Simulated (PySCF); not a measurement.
Scan of H3 (cation, charge +1), singlet: collinear H-H-H surface. Scanned: first H-H distance and second H-H distance.

Cartesian coordinates as functions of the variables (Å; names that start with a are angles):
```
H  0  0  -r1
H  0  0  0
H  0  0  r2
```

Level of theory: restricted B3LYP/6-31G*, spherical d (PySCF).

Energy in kJ/mol above the lowest grid point; x is the first H-H distance (Å), y the second H-H distance (Å).

```
y \ x   0.63   0.68   0.73   0.81   0.86   0.92   1.03   1.10   1.19   1.36   1.52   1.75   2.15
-----  -----  -----  -----  -----  -----  -----  -----  -----  -----  -----  -----  -----  -----
2.15   260.8  233.6  219.4  215.1  220.1  231.1  259.5  280.5  308.4  359.8  403.6  456.8  523.3
1.75   224.3  195.5  179.8  173.2  176.9  186.4  212.3  231.8  257.8  306.0  346.9  396.2  456.8
1.52   191.1  161.2  144.4  136.3  139.1  147.6  171.8  190.3  215.1  261.1  300.2  346.9  403.6
1.38   165.4  134.9  117.6  108.6  110.9  118.7  141.9  159.7  183.8  228.5  266.3  311.4  365.5
1.25   138.0  107.1   89.4   79.7   81.5   88.9  111.1  128.3  151.7  195.0  231.7  275.2  326.9
1.09   101.5   70.4   52.4   42.2   43.6   50.4   71.7   88.2  110.7  152.4  187.5  228.9  277.4
1.01    83.8   52.8   34.8   24.5   25.9   32.6   53.4   69.7   91.7  132.6  166.9  207.1  253.8
0.93    68.6   37.8   20.0    9.8   11.1   17.8   38.3   54.3   76.0  116.0  149.4  188.3  233.3
0.86    59.5   29.0   11.4    1.5    3.0    9.6   30.1   45.9   67.3  106.5  139.1  176.9  220.1
0.81    57.1   26.9    9.6    0.0    1.5    8.3   28.8   44.5   65.7  104.4  136.3  173.2  215.1
0.75    61.2   31.4   14.5    5.4    7.2   14.1   34.7   50.3   71.3  109.4  140.6  176.3  216.5
0.67    85.2   56.2   40.0   31.8   33.9   41.2   62.1   77.7   98.5  135.8  165.9  200.0  237.8
0.63   109.2   80.7   64.8   57.1   59.5   67.0   88.1  103.8  124.5  161.4  191.1  224.3  260.8
```

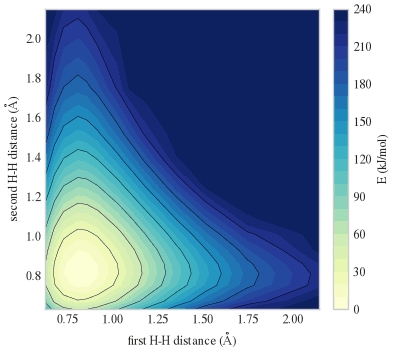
Figure. Energy surface, cut off at 237 kJ/mol.

Points that lie below all their neighbours on the grid: x = 0.81, y = 0.81 (0.0 kJ/mol).
